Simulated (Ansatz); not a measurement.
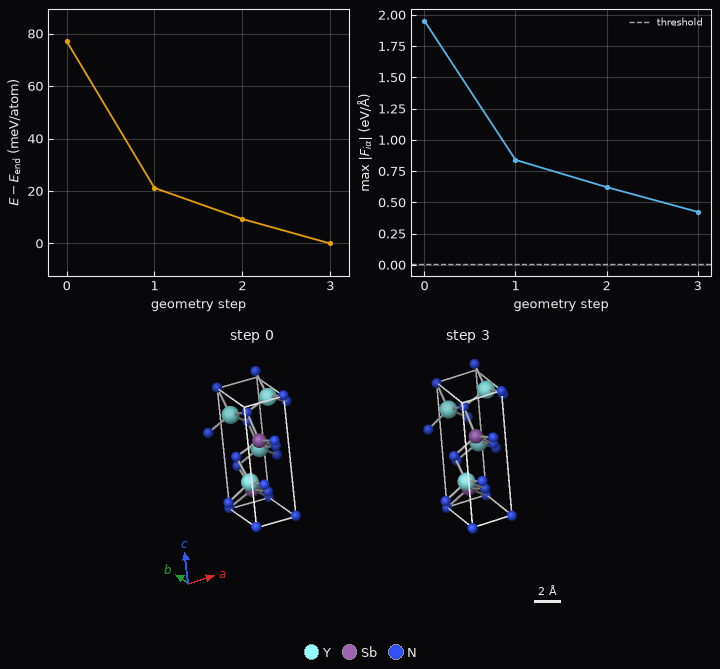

First and last geometry of a relaxation of solid Y2SbN3 (built on the Cu2GeS3-44 type type), with the history of the run. A ball-and-stick model of the cell of the calculation, reduced to other axes, seen slightly off an axis. Lengths and directions refer to the drawn axes.

Case: shaken.

Level of theory: DFT, PBEsol, plane waves, PAW in Ansatz.

Input file:
```yaml
crystal:
  lattice:
    - [-3.6251888924, 11.6685465916, 4.9056712829]
    - [1.8205651541, -5.8122855318, 2.4066041651]
    - [1.9614234929, 5.8609765228, -2.4003834489]
  atoms:
    - { symbol: "Y", position: [0.2196981053, 0.2935588972, 0.1866297281] }
    - { symbol: "Y", position: [0.0499083153, 0.2623718211, 0.8394449875] }
    - { symbol: Sb, position: [0.3816967687, 0.2564587877, 0.5110572075] }
    - { symbol: "N", position: [0.1564796356, 0.0355408468, 0.3677748636] }
    - { symbol: "N", position: [0.3373031042, -0.0086514717, 0.6593428973] }
    - { symbol: "N", position: [-0.006802022, -0.0146593909, -0.0068191325] }
    - { symbol: "Y", position: [0.6992657585, 0.2617884039, 0.1850284858] }
    - { symbol: "Y", position: [0.551218935, 0.2277402342, 0.804538427] }
    - { symbol: Sb, position: [0.8688781148, 0.2619179361, 0.5233704545] }
    - { symbol: "N", position: [0.6758564591, 0.013614752, 0.3154273983] }
    - { symbol: "N", position: [0.840839047, 0.0140545139, 0.6759327249] }
    - { symbol: "N", position: [0.4896439417, -0.0184485779, -0.012236889] }
kpoints:
  mp_grid: { grid: [6, 6, 6] }
hamiltonian:
  xc: pbesol
scf:
  occupations: { method: fermi_dirac, width: 0.05 }
relax:
  f_tol: 0.01
  cell: {}
  max_steps: 120
```

### Read the history and describe the run.

The run was cut off at its time limit before the relaxation converged, so the last structure is only a point on the way. The largest move relative to the cell is that of N12, 0.22 Å along [−1 −1 −1]. By element the largest moves are N 0.22 Å, Y 0.17 Å, Sb 0.14 Å. Cell: a 3.782 → 3.811 Å (+0.7 %), b 6.549 → 6.505 Å (−0.7 %), c 9.541 → 9.866 Å (+3.4 %), α 71.6° → 70.1°, β 79.6° → 76.7°, γ 74.5° → 72.8°. Volume +1.1 %. Near-neighbour distances that change, for instance: Sb9–N10 2.287 → 2.470 Å, Y1–N5 2.098 → 2.276 Å, Y2–N4 2.060 → 2.223 Å, Y1–N6 2.426 → 2.303 Å. Bond angles that change, for instance: Sb3–N12–Y8 115.3° → 101.3°, N10–Y8–N12 116.9° → 104.4°, N6–Sb9–N10 99.2° → 110.5°. The space group stays P1 (No. 1). After 3 geometry steps the energy has fallen by 77.1 meV per atom. Largest force component: 2 eV/Å at the start, 0.42 eV/Å at the end. The pressure goes from 1.28 to −0.60 GPa.
